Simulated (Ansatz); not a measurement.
# BiP (model cell, started as zinc blende): phonons and vibrational spectra, part 2 of 2

Aim: the vibrations of BiP (model cell, started as zinc blende), their spectra, and whether the structure is stable.

Ansatz 0.2.0; DFT r2SCAN, scalar-relativistic, plane waves, PAW.

So far. Step 3 (Tight relaxation): The forces vanish by symmetry and the pressure is 0.000 GPa, within the tolerances set. The cell now holds 33.78 Å³/atom. The relaxed cell has a = 6.465 Å (conventional setting).

The structure was built from a prototype and need not be the compound's stable phase.

## 4. Linear response at the zone centre

The zone centre comes first: it holds the modes that light can see, as far as symmetry allows. No field response is asked, since the mesh shows no gap.

Contents of input.yaml:

```yaml
crystal:
  lattice:
    - [0.0, 3.2326122068, 3.2326122068]
    - [3.2326122068, 0.0, 3.2326122068]
    - [3.2326122068, 3.2326122068, 0.0]
  atoms:
    - { symbol: Bi, position: [0.0, 0.0, 0.0] }
    - { symbol: P, position: [0.25, 0.25, 0.25] }
kpoints:
  mp_grid: { grid: [12, 12, 12] }
hamiltonian:
  xc: r2scan
scf:
  occupations: { method: methfessel_paxton, width: 0.2 }
output:
  eigenvalues: true
phonons:
  method: dfpt
```

On the command line:

```
> ansatz run input.yaml --threads 4 --pin off --max-ram 7168MiB --backend cpu --events-out ev --progress --plain --runs-dir out
```

Numbers of over 12 decimals in the logs are rounded to 6 here.

The program printed:

```text
[...]
Crystal: 2 atoms, lattice volume = 67.560 Å³
Basis set: ecut = 500 eV, 1687 PW (Γ), exchange–correlation on 180×180×180 points (125 copies of the dense FFT grid, shifted against one another)
Bands: 14, of which v1, the nominal top of the filled ones, is band 10 counted from 1 (9 counted from 0)
Symmetry: 24 space group operations
k-points: 280 of 1728 (irreducible under 4 space group operations, time reversal used)
[...]
SCF iter   1: F=—  HF=-13169.388003 eV  |F-HF|=—  |Δ(HF+E_count)|=         —  Δρ=2.93e-3  dr2=5.09e-3  dr2_τ=2.65e-3  ethr=1.77e-3  ⟨swp⟩=5.4  Hψ=22736  notcnv=0
[...]
SCF iter  10: F=-13169.392036 eV  HF=-13169.392036 eV  |F-HF|=3.64e-12  |Δ(HF+E_count)|=  9.64e-11  S|Δr|=    0.00e0  Δρ=7.36e-8  dr2=7.11e-12  dr2_τ=7.25e-14  ethr=1.00e-12  ⟨swp⟩=8.7  Hψ=25393  notcnv=0
SCF 1 converged in 10 iterations: F = -13169.392036 eV  dr2 = 7.11e-12
[...]
DFPT response loops at Γ: preconditioner auto → Kerker (q_TF=auto, 2.227 Å⁻¹) (partly filled bands, converged f_vac=0.034); β = 1.00, the filter's whole step (`scf.mixing.beta` (0.50) is not read by the response loops under this deck's `scf.mixing.preconditioner`; to damp them name `kerker` or `kerker_dos`, under which they read `scf.mixing.beta`, and type it under 1.00, their step now; both keys bind the ground state too); Broyden in place of MSR1
SCF converged after 10 iterations
[...]
Free energy (F): -13169.392036 eV
[...]
Internal energy: -13169.391040 eV  (E = F + TS)
E sigma→0 (E₀):  -13169.391787 eV
Entropy (-TS):   -0.000996 eV (-0.498 meV/atom)
Fermi energy:    6.391544 eV
[...]
--- Band table (eV; the first three rows and the last of 280) ---
  k-point 0: bands = [... 6 lower, 0.1073, 4.4399, 4.4399, 4.4399, 7.2908, 7.2908, 7.2908, 10.8946]
  k-point 1: bands = [... 6 lower, -0.1240, 4.3529, 4.3529, 4.4394, 7.3867, 7.4155, 7.4155, 11.2204]
  k-point 2: bands = [... 6 lower, -0.7112, 4.1459, 4.1459, 4.3591, 7.7153, 7.7153, 7.7796, 11.9679]
  k-point 279: bands = [... 6 lower, -4.0964, 2.1252, 2.1946, 6.7738, 8.0444, 8.9089, 10.1287, 12.7415]
--- Phonons (Γ-DFPT): 2 representative perturbations + reference, on 280 of 1728 k-points (Σ response iterations 15) ---
  k mesh reduced under 4 symmetry operations, with k and −k counted as one. Each operation leaves every solved perturbation unchanged. A smaller set is not considered because the functional reads the kinetic-energy density
  ASR residual: 1.084e-4 → 0.000e0 eV/Å²; symmetrization residual: 6.276e-6 eV/Å²
  ASR residual per site (eV/Å²): 3.34e-5 1.08e-4
  Γ frequencies (cm⁻¹): 0.00 0.00 0.00 217.53 217.53 217.53
  non-analytic LO–TO correction: not included (Born effective charges unavailable; polar crystals: no LO–TO splitting at Γ)
```

The job ended after 77 s (4 threads of Arm Neoverse V2, shared host; peak memory 2.5 GiB; 5 min of CPU time).

This step gave:

```
sum-rule residual before enforcement                    : 1.08e-4 eV/Å²
point group                                             : -43m
highest optical mode at the zone centre (no LO-TO term) : 217.5 cm⁻¹
lowest optical zone-centre mode                         : 217.5 cm⁻¹
```

Patterns of degenerate modes are one choice out of their space. Modes at Γ, with each element's share of the kinetic energy:

| mode | frequency (cm⁻¹) | symmetry | Bi % | P % |
| --- | --- | --- | --- | --- |
| 1 | 0.0 | acoustic | 87 | 13 |
| 2 | 0.0 | acoustic | 87 | 13 |
| 3 | 0.0 | acoustic | 87 | 13 |
| 4 | 217.5 | T2 | 13 | 87 |
| 5 | 217.5 | T2 | 13 | 87 |
| 6 | 217.5 | T2 | 13 | 87 |

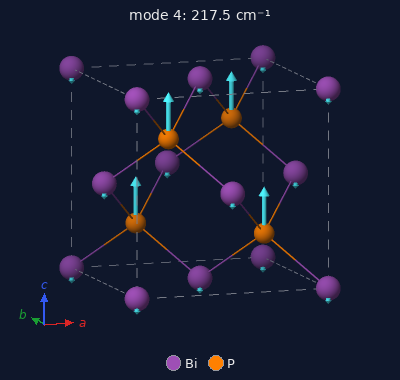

Displacement patterns of mode 4 at Γ; arrows are exaggerated. Bonds to atoms that aren't drawn are left out. Some periodic images of atoms are drawn too.

Before it was imposed, the acoustic sum rule was missed by 1.1e-4 eV/Å². Small misses are needed for a sound result but don't prove that mesh and cutoff are converged. The lowest optical mode is real, 218 cm⁻¹.

## 5. Phonons on a q mesh

Stability and thermal properties need the whole zone. Linear response on a 2×2×2 q mesh gives force constants as far as a supercell of that size would.

input.yaml, as its differences from that of step 4:

```diff
@@ -18 +18,8 @@
   method: dfpt
+  qmesh: [2, 2, 2]
+  temperatures: { t_max: 1000, t_step: 50 }
+  qpath:
+    path:
+      - [[0.0, 0.0, 0.0], [-0.5, -0.5, 0.0], [-0.375, -0.375, 0.25]]
+      - [[-0.375, 0.0, 0.375], [0.0, 0.0, 0.0], [0.0, 0.0, 0.5], [-0.5, -0.25, 0.25], [-0.5, -0.5, 0.0]]
+    npoints: 10
```

The program printed:

```text
Warning: phonons: the dynamical matrix that this run interpolates holds no multipole term above the dipole-dipole one, and a site of this crystal is no centre of inversion, so its interpolated transverse optical and acoustic branches and sound speeds can stay off near Gamma, and the density of states and the thermodynamics with them. What a run solves at a wave vector of phonons.qpoints, Gamma apart, where the deck admits one, is free of this, and under fd what a larger phonons.supercell samples
[...]
Crystal: 2 atoms, lattice volume = 67.560 Å³
Basis set: ecut = 500 eV, 1687 PW (Γ), exchange–correlation on 180×180×180 points (125 copies of the dense FFT grid, shifted against one another)
Bands: 14, of which v1, the nominal top of the filled ones, is band 10 counted from 1 (9 counted from 0)
Symmetry: 24 space group operations
k-points: 280 of 1728 (irreducible under 4 space group operations, time reversal used)
[...]
SCF iter   1: F=—  HF=-13169.388003 eV  |F-HF|=—  |Δ(HF+E_count)|=         —  Δρ=2.93e-3  dr2=5.09e-3  dr2_τ=2.65e-3  ethr=1.77e-3  ⟨swp⟩=5.4  Hψ=22736  notcnv=0
[...]
SCF iter  10: F=-13169.392036 eV  HF=-13169.392036 eV  |F-HF|=3.64e-12  |Δ(HF+E_count)|=  9.64e-11  S|Δr|=    0.00e0  Δρ=7.36e-8  dr2=7.11e-12  dr2_τ=7.25e-14  ethr=1.00e-12  ⟨swp⟩=8.7  Hψ=25393  notcnv=0
SCF 1 converged in 10 iterations: F = -13169.392036 eV  dr2 = 7.11e-12
[...]
Basis set: ecut = 500 eV, 1687 PW (Γ), exchange–correlation on 144×144×144 points (64 copies of the dense FFT grid, shifted against one another)
k-points: 72 of 1728 (time reversal used)
[...]
SCF iter   3: F=-13169.392036 eV  HF=-13169.392036 eV  |F-HF|=7.28e-12  |Δ(HF+E_count)|=  2.18e-11  S|Δr|=    0.00e0  Δρ=7.30e-8  dr2=2.68e-12  dr2_τ=1.39e-13  ethr=1.00e-12  ⟨swp⟩=1.1  Hψ=2309  notcnv=0
SCF 2 converged in 3 iterations: F = -13169.392036 eV  dr2 = 2.68e-12
phonons: the bands overlap, so this run is a metal and interpolates without the dipole-dipole term. If the crystal is really an insulator or semiconductor, its LO-TO splitting is missing
[...]
NSCF: frozen V_eff on 72 k-points
WARN: eigensolver did not converge in 32 slots of this pass, the one above among them; of largest residual over every band (k=15): 1 band(s) unlocked (lowest unlocked band 13, counted from 0; max residual 1.88e-1 eV among the unlocked bands, 1.88e-1 eV over every band); of lowest unlocked band (k=2): band 13
[...]
SCF converged after 10 iterations
[...]
Free energy (F): -13169.392036 eV
[...]
Internal energy: -13169.391040 eV  (E = F + TS)
E sigma→0 (E₀):  -13169.391787 eV
Entropy (-TS):   -0.000996 eV (-0.498 meV/atom)
Fermi energy:    6.391544 eV
[...]
--- Band table (eV; the first three rows and the last of 280) ---
  k-point 0: bands = [... 6 lower, 0.1073, 4.4399, 4.4399, 4.4399, 7.2908, 7.2908, 7.2908, 10.8946]
  k-point 1: bands = [... 6 lower, -0.1240, 4.3529, 4.3529, 4.4394, 7.3867, 7.4155, 7.4155, 11.2204]
  k-point 2: bands = [... 6 lower, -0.7112, 4.1459, 4.1459, 4.3591, 7.7153, 7.7153, 7.7796, 11.9679]
  k-point 279: bands = [... 6 lower, -4.0964, 2.1252, 2.1946, 6.7738, 8.0444, 8.9089, 10.1287, 12.7415]
[...]
ASR residual: 1.084e-4 → 0.000e0 eV/Å²; symmetrization residual: 6.276e-6 eV/Å²
  ASR residual per site (eV/Å²): 3.34e-5 1.08e-4
  Γ frequencies (cm⁻¹): 0.00 0.00 0.00 217.53 217.53 217.53
--- Phonons (arbitrary-q DFPT): 3 irreducible q on the 2×2×2 mesh ---
  q = [0.0000, 0.0000, 0.0000] (star 1, of the zone-centre solve; hermiticity 2.67e-6, symmetrization 1.28e-13): 0.00 0.00 0.00 217.53 217.53 217.53
  q = [0.0000, 0.0000, -0.5000] (star 4, 2 solved perturbations on 476 of 1728 k-point pairs; hermiticity 1.87e-6, symmetrization 2.53e-13): 6.83 6.83 82.75 190.65 190.65 190.76
  q = [0.0000, -0.5000, -0.5000] (star 3, 4 solved perturbations in 886 linear systems a pass and spin channel, the states on 280 of 1728 k-point pairs; hermiticity 1.05e-5, symmetrization 6.47e-13): -56.73 -56.73 64.24 74.37 74.37 221.97
  sum rule: each row above includes the acoustic sum rule's correction from the zone centre's row sums; it moved no ω² by more than (0.98 cm⁻¹)²
  mesh force constants: q→R imaginary residual 1.09e-17; ASR residual 1.084e-4 → 0.000e0 eV/Å²; symmetrization residual 3.553e-15 eV/Å²
  interpolated dispersion: 62 rows × 6 modes
  density of states and harmonic sums: on the 18×18×18 q-mesh, interpolated from the force constants of a 2×2×2 supercell (no non-analytic term)
  largest difference from the sums on the solved wave vectors: F 1.10e-1 eV, S 1.15e-4 and C_V 1.33e-5 eV/K
  zero-point energy: 0.037866 eV/cell   skipped modes (ω ≤ 0): 214, of them read as no rigid motion or as one in doubt: 211 (1.070e0 modes/cell left out, lowest -59.45 cm⁻¹)   left out of the sums: 1.78e-1 of the cell's modes: C_V's classical limit lies that fraction below 3 k_B per atom; for a crystal, a wire or a layer, F and S can be off by more, and a phonons.interpolated_qmesh denser along its periods is the remedy for the sampling
```

The job ended after 5.3 min (4 threads; peak memory 3 GiB; 21 min of CPU time).

This step gave:

| Quantity | Value |
| --- | --- |
| lowest frequency on the path | -59.47 cm⁻¹ |
| highest frequency on the path or at a solved wavevector | 226.2 cm⁻¹ |
| lowest mode on the q mesh (acoustic modes at Γ apart) | -56.73 cm⁻¹ |

Frequencies (cm⁻¹) solved at each irreducible wavevector; negative means imaginary. Frequencies by wavevector, by row:

| q in reciprocal lattice units | star | mode 1 | mode 2 | mode 3 | mode 4 | mode 5 | mode 6 |
| --- | --- | --- | --- | --- | --- | --- | --- |
| 0 0 0 | 1 | 0 | 0 | 0 | 217.5 | 217.5 | 217.5 |
| 0 0 -0.5 | 4 | 6.8 | 6.8 | 82.8 | 190.7 | 190.7 | 190.8 |
| 0 -0.5 -0.5 | 3 | -56.7 | -56.7 | 64.2 | 74.4 | 74.4 | 222 |

Interpolated from a 2×2×2 q mesh. Phonon branches along the path, in cm⁻¹:

| point | branch 1 | branch 2 | branch 3 | branch 4 | branch 5 | branch 6 |
| --- | --- | --- | --- | --- | --- | --- |
| Γ | 0 | 0 | 0 | 218 | 218 | 218 |
| X | -57 | -57 | 64 | 74 | 74 | 222 |
| U | -26 | 30 | 67 | 115 | 116 | 202 |
| jump to K | -26 | 30 | 67 | 115 | 116 | 202 |
| Γ | 0 | 0 | 0 | 218 | 218 | 218 |
| L | 7 | 7 | 83 | 191 | 191 | 191 |
| W | -60 | 50 | 68 | 101 | 165 | 171 |
| X | -57 | -57 | 64 | 74 | 74 | 222 |

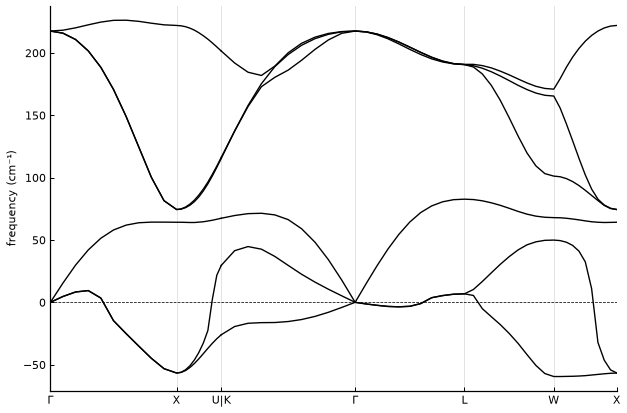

Phonon branches along the path.

The phonon density of states has structure finer than the step of the table below, so its rows give means over 20 cm⁻¹, whole bins alone (the curve runs from -57.5 to 228 cm⁻¹). Peaks (cm⁻¹: height): -17.5: 0.0344, 42.5: 0.0249, 67.5: 0.0672, 187.5: 0.0503.

Tetrahedra on a 18×18×18 mesh, mean over bins of 5 cm-1. Interpolated from a 2×2×2 q mesh. Table of phonon density of states by wavenumber; means over each step:

| wavenumber (cm⁻¹) | phonon density of states (1/cm⁻¹/cell) |
| --- | --- |
| -40 | 0.0146 |
| -20 | 0.0267 |
| 0 | 0.0160 |
| 20 | 0.0198 |
| 40 | 0.0204 |
| 60 | 0.0245 |
| 80 | 0.0263 |
| 100 | 0.00808 |
| 120 | 0.0114 |
| 140 | 0.0146 |
| 160 | 0.0216 |
| 180 | 0.0383 |
| 200 | 0.0360 |

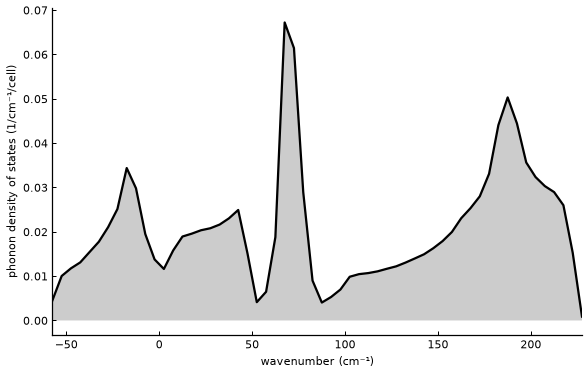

Phonon density of states, plotted against wavenumber.

The partial phonon density of states has structure finer than the step of the table below, so its rows give means over 20 cm⁻¹, whole bins alone (the curve runs from -67.5 to 243 cm⁻¹). Peaks (cm⁻¹: height): Bi -16.8: 0.0292, 43.8: 0.0214, 69.2: 0.0688; P -36.3: 0.00806, 188.4: 0.0468.

Phonopy on the run's constants, 15x15x15 mesh, Gaussian sigma 2.2 cm-1. Interpolated from a 2×2×2 q mesh. Partial phonon density of states against wavenumber; means over each step; values in 1/cm⁻¹/cell:

| wavenumber (cm⁻¹) | Bi | P |
| --- | --- | --- |
| -40 | 0.00862 | 0.00593 |
| -20 | 0.0214 | 0.00554 |
| 0 | 0.0132 | 0.00296 |
| 20 | 0.0156 | 0.00306 |
| 40 | 0.0183 | 0.00293 |
| 60 | 0.0236 | 9.5e-4 |
| 80 | 0.0246 | 0.00184 |
| 100 | 0.00400 | 0.00424 |
| 120 | 0.00361 | 0.00744 |
| 140 | 0.00315 | 0.0114 |
| 160 | 0.00324 | 0.0179 |
| 180 | 0.00472 | 0.0343 |
| 200 | 0.00328 | 0.0321 |
| 220 | 0.00115 | 0.0171 |

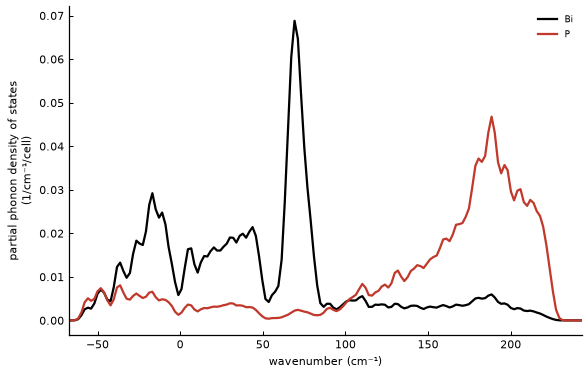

Partial phonon density of states, plotted against wavenumber.

Second derivatives of the energy by pair, one row for each kind of neighbour of each atom listed. Each entry sums the pair over the periodic images of the supercell that the q mesh stands for, and in a polar crystal it holds the long-range dipole part too. Force constants by pair, by row:

| atom | neighbour | distance (Å) | third of the trace (eV/Å²) | along the pair's line (eV/Å²) |
| --- | --- | --- | --- | --- |
| Bi1 | itself | 0 | 4.222 | – |
| Bi1 | P | 2.8 | -1.09 | -2.322 |
| Bi1 | Bi | 4.572 | 0.2259 | -0.1127 |
| Bi1 | P | 5.361 | -0.0839 | -0.3991 |
| Bi1 | Bi | 6.465 | -0.8832 | -0.8832 |
| P2 | itself | 0 | 3.077 | – |
| P2 | Bi | 2.8 | -1.09 | -2.322 |
| P2 | P | 4.572 | 0.3649 | -0.1997 |
| P2 | Bi | 5.361 | -0.0839 | -0.3991 |
| P2 | P | 6.465 | -0.5718 | -0.5718 |

Symmetry leaves 3 wavevectors to solve. The lowest mode among them, the acoustic zeros apart, lies at q = (0, -0.5, -0.5) and is imaginary, 56.7i cm⁻¹, so the energy falls along it.

## 6. What came out

```
space group after relaxation (within 0.01 Å)            : F-43m
volume per atom                                         : 33.8 Å³
electronic character                                    : no gap on this mesh
highest optical mode at the zone centre (no LO-TO term) : 218 cm⁻¹
lowest optical zone-centre mode                         : 218 cm⁻¹
lowest mode on the q mesh (acoustic modes at Γ apart)   : -56.7 cm⁻¹
highest frequency on the path or at a solved wavevector : 226 cm⁻¹
imaginary modes on the 2×2×2 q mesh                     : yes
```

Modes are clearly imaginary (beyond 10i cm⁻¹) at 1 of the 3 irreducible wavevectors, most at q = (0, -0.5, -0.5) (56.7i cm⁻¹), so this structure is not a minimum of the energy. The optical modes at Γ form one degenerate level at 218 cm⁻¹. The highest mode in this list at Γ, 217.5 cm⁻¹, is mostly motion of P (87 % of the kinetic energy). With no gap, or one that is small against the smearing, the frequencies hang on the k mesh and the smearing, most of all near Kohn anomalies. Spin-orbit coupling is left out, which can matter for the heavy elements here. A phonon run warned that its eigensolver left some bands unconverged in a pass. The starting cell was built on a prototype and not taken from a measurement, so the phase need not exist. These are harmonic frequencies at zero temperature: anharmonic shifts, linewidths and thermal expansion are left out.

[Logs are printed without paths, hosts, clocks, repeated set-up lines and the standing remarks that a program may print on its own settings, such as how far it seeks lower states.]

[Hosts, paths, dates, database ids (printed as entryN), source tags and the programs' standing remarks are cut or masked in the printed files.]
